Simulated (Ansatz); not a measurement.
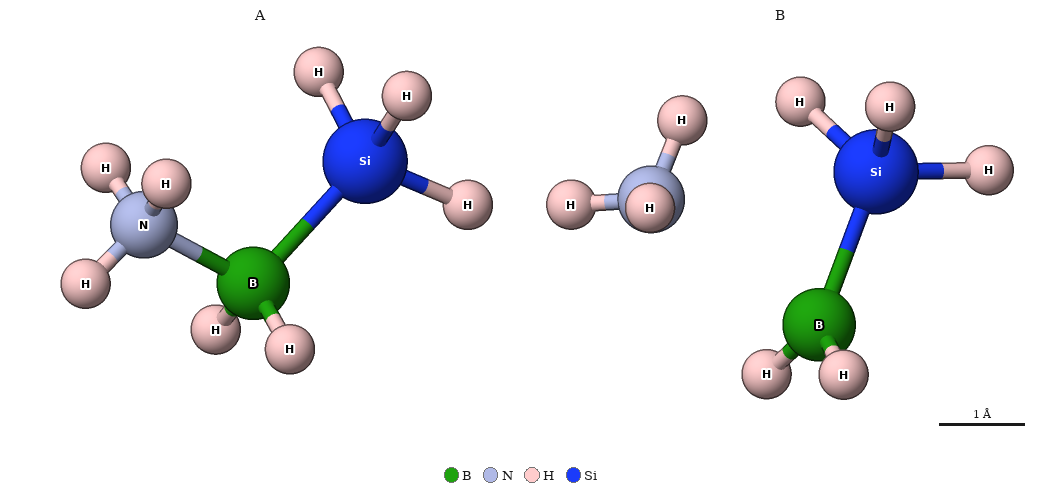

Two geometries of BSiNH$_{8}$, drawn at one scale. One is the start of a relaxation, the other its converged end. The picture is a ball-and-stick view, seen at a tilt.

Level of theory: Ansatz, RKS r2SCANh/6-31G*. Settings: no spin polarisation; force threshold 0.03 eV/Å; at most 50 steps.

> Which of the two is the end point?

Structure A is the relaxed one. The run prepares an end point of a later path (reaction) calculation, from a guessed geometry. The atom that moves furthest after the best rigid fit is an H atom (1.12 Å). By element the largest moves are H 1.12 Å, B 0.77 Å, N 0.37 Å, Si 0.18 Å. Near-neighbour distances that change, for instance: B–N 2.726 → 1.647 Å, B–Si 1.968 → 2.024 Å, H–N 1.034 → 1.019 Å, B–H 1.198 → 1.211 Å. New bonds form, among them: B–N (2.73 → 1.65 Å). Among the angles between lasting bonds that change: H–B–Si 121.4° → 112.5°, H–B–Si 120.6° → 112.5°, H–B–H 117.7° → 112.5°. After 13 accepted moves (16 points after the start) the energy has fallen by 29.4 kcal/mol. Largest force component: 0.9 eV/Å at the start, 0.0021 eV/Å at the end. The line search rejected the trial steps at points 4, 10, 15 of the run. The forces were under the threshold at step 13, but the run went on from there. The run took 59 s on 1 thread of Arm Neoverse V2, on a shared host, peak memory 0.15 GiB.

Limits of the set-up: the start holds two separate molecules, 2.5 Å apart at their closest, whose relative position is a soft coordinate and is computed without a dispersion correction.
